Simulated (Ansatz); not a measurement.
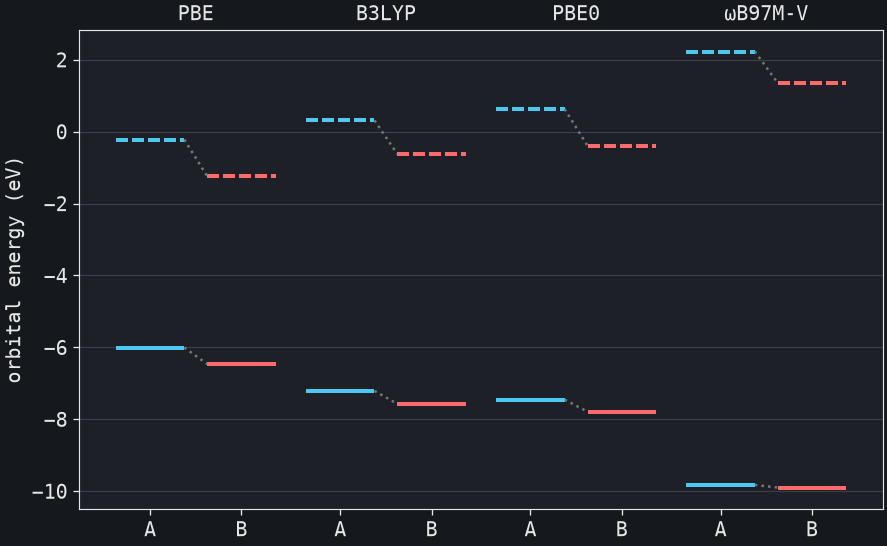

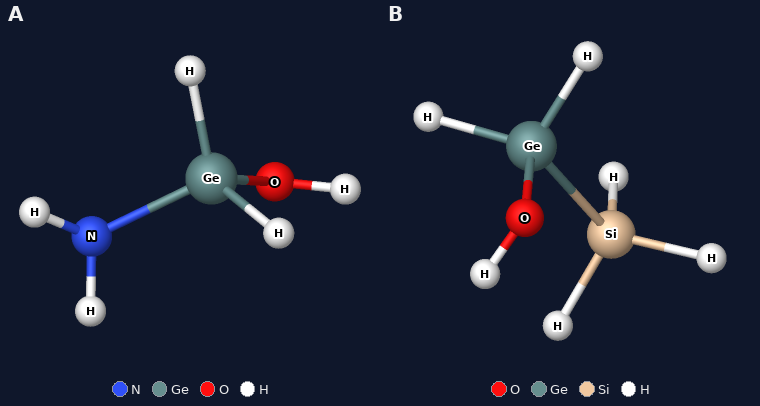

One change: A, GeNH₅O (SMILES [NH2][GeH2][OH]), becomes B, GeSiH₆O (SMILES [OH][GeH2][SiH3]). NH₂ on Ge is replaced by SiH₃. HOMO (solid) and LUMO (dashed) computed in def2-TZVPP at PBE0-D4/def2-TZVP geometries, both minima by their frequencies, gas phase, the Ansatz code. Empty levels above zero depend strongly on the basis.

Q: What does the change do to HOMO and LUMO?

A: PBE: the HOMO falls by 0.46 eV, the LUMO falls by 1.01 eV, and the separation goes from 5.78 to 5.23 eV. B3LYP: the HOMO falls by 0.36 eV, the LUMO falls by 0.93 eV, and the separation goes from 7.52 to 6.95 eV. PBE0: the HOMO falls by 0.33 eV, the LUMO falls by 1.02 eV, and the separation goes from 8.08 to 7.40 eV. ωB97M-V: the HOMO falls by 0.07 eV, the LUMO falls by 0.87 eV, and the separation goes from 12.06 to 11.26 eV.

Q: Do the functionals agree on the effect?

A: They agree on the direction for both levels; the HOMO shift lies between −0.46 and −0.07 eV and the LUMO shift between −1.02 and −0.87 eV, while the separations themselves differ by up to 6.3 eV between functionals.
